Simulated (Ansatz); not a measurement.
Base system: ZnCu2SnS4 (space group I-4, No. 82; a = 5.317 Å, c = 10.643 Å).

One thing is altered: every lattice vector is shortened by 1.50 %, atoms relaxed at fixed cell.

The values are results of Ansatz (a first-principles code), LDA, PAW, cutoff 420 eV, no spin-orbit coupling, not measurements.

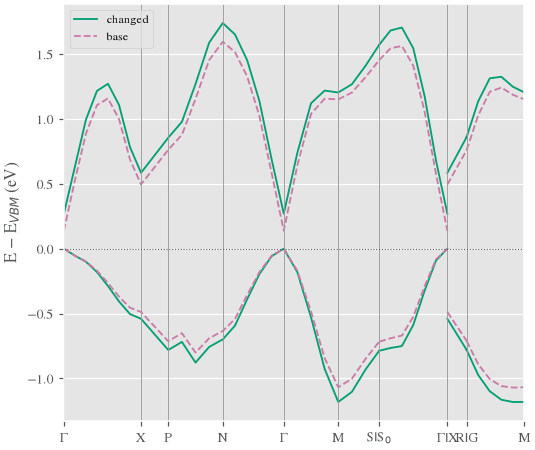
Highest valence and lowest conduction band along the path, each from its own valence-band maximum

**Question.** From the figure, how large is the changed gap, and is it direct?

**Answer.** About 0.27 eV, direct at Γ.

The cells carry an imposed strain or load. No phonon test of stability was made. The final runs are not spin-polarised. A zero or small gap of ZnCu2SnS4 can be the functional's error rather than a property of the material.
